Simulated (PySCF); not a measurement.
# C5H9FSi: the cost of one run

Computed with PySCF 2.14.0 and routines of our own; the level stands in each step. Atoms count from 0.

## 1. The system as given

16 atoms, charge 0, multiplicity 1; geometry from: GFN2-xTB.

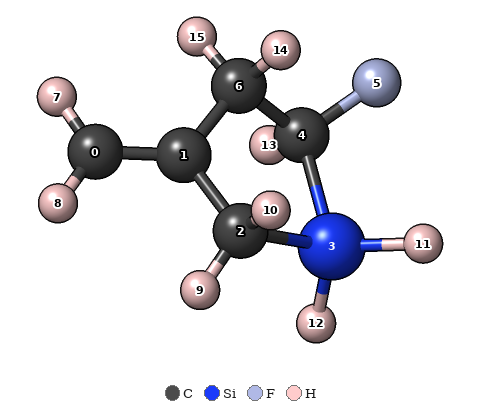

The starting geometry (carbon dark grey, silicon blue, fluorine light blue, hydrogen pink).

## 2. Magnetic properties: GIAO HF/pcSseg-1

The job: settings as JSON, then the geometry in Å.

```
{"job": {"kind": "mag", "xc": "HF", "basis": "pcSseg-1", "isotopologues": 2}, "charge": 0, "multiplicity": 1}
C      2.043778    -0.457674     0.818774
C      0.951624    -0.244384     0.105873
C      0.018254    -1.329591    -0.354017
Si    -1.724056    -0.570561    -0.186054
C     -1.020711     1.206908     0.076949
F     -1.656258     2.155201    -0.715662
C      0.462676     1.118433    -0.290905
H      2.680564     0.349017     1.140712
H      2.355006    -1.450158     1.098173
H      0.179103    -2.248332     0.206041
H      0.229862    -1.557757    -1.401427
H     -2.526483    -0.636754    -1.404550
H     -2.450419    -1.034003     0.996750
H     -1.141799     1.568235     1.103920
H      0.540138     1.228584    -1.377094
H      1.051123     1.911781     0.171105
```

Method: GIAO HF/pcSseg-1 magnetisability, rotational g tensor and spin-rotation constants, non-relativistic, gas phase.

Command:

```sh
$ OMP_NUM_THREADS=1 python excited_run.py task.json out
```

The driver reads the jobs from task.json and runs them one after another.

**Question.** How long does this first job take on 1 thread of Intel Xeon 6975P-C, shared host, and how much memory does it need?

About 9.6 s, with a peak of 0.8 GiB.
